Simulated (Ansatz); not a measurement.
# AlH3OS2: the cost of one run

Program: the Python package of Ansatz 0.2.0. Level of theory: r2SCAN0/6-31G*. These are calculated values, not measurements.

### Step 1. The structure

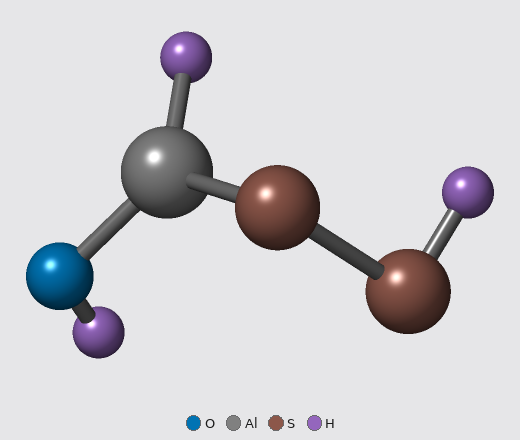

The structure that the script starts from, seen from a chosen angle (oxygen blue, aluminium grey, sulfur brown, hydrogen purple).

No structure file is read: the coordinates are typed or built in the script.

### Step 2. The code

alh3os2.py reads:

```python
"""Atomisation energy of AlH3OS2 at the given geometry."""

from collections import Counter
import logging
import sys

import ansatz as az

logging.basicConfig(stream=sys.stdout, format="%(levelname)s:%(name)s:%(message)s")
log = logging.getLogger("alh3os2")
log.setLevel(logging.INFO)


def energy_of(molecule, charge=0, unpaired=0):
    calc = molecule.calculation().basis(gaussian="6-31G*").functional("r2scan0")
    if charge:
        calc = calc.charge(charge)
    if unpaired:
        calc = calc.spin("collinear", total=unpaired)
    report = calc.run().report
    if report["published_state_doubts"]:
        print("  doubts:", report["published_state_doubts"])
    return report["free_energy_ev"]

GEOMETRY = """
O    -2.00750    0.60220    0.70200
Al   -0.22800    0.56820    0.75130
S     0.79100   -1.43690    0.76660
S     0.96850   -1.50400   -1.34850
H    -2.26790    0.63840   -0.29430
H     0.63210    1.93440    0.75230
H     2.17310   -0.87030   -1.37520
"""

geometry = az.Crystal.molecule()
for line in GEOMETRY.strip().splitlines():
    symbol, *xyz = line.split()
    geometry = geometry.atom(symbol, [float(v) for v in xyz])

# Hund ground states
unpaired = {"O": 2, "Al": 1, "S": 2, "H": 1}
counts = Counter(site.symbol for site in geometry.cartesian_sites)
atom_energy = {s: energy_of(az.Crystal.molecule().atom(s, (0, 0, 0)), 0, unpaired[s]) for s in counts}
whole = energy_of(geometry, 0, 0)
for s, e in atom_energy.items():
    log.info(f"{s:2s} x{counts[s]}  {e:14.5f} eV")
log.info(f"AlH3OS2: {whole:.5f} eV")
split = sum(counts[s] * e for s, e in atom_energy.items()) - whole
log.info(f"atomisation energy (no zero-point term): {23.060548 * split:.1f} kcal/mol, {split / sum(counts.values()):.3f} eV an atom")
```

### Step 3. The input behind the calls

The package turns the script's settings into the engine's input (first run):

```yaml
crystal:
  periodic: [false, false, false]
  atoms:
    - { symbol: O, position_ang: [0.0, 0.0, 0.0] }
basis:
  gaussian:
    orbitals: "6-31G*"
hamiltonian:
  xc: r2scan0
magnetization:
  spin_polarized: true
  initial_magnetization: 2.0
```

### Step 4. Running it

On the command line:

```sh
python alh3os2.py
```

What time and memory should one allow on 1 thread of Arm Neoverse V2, shared host?

About 6.7 s, with a peak of 0.22 GiB.
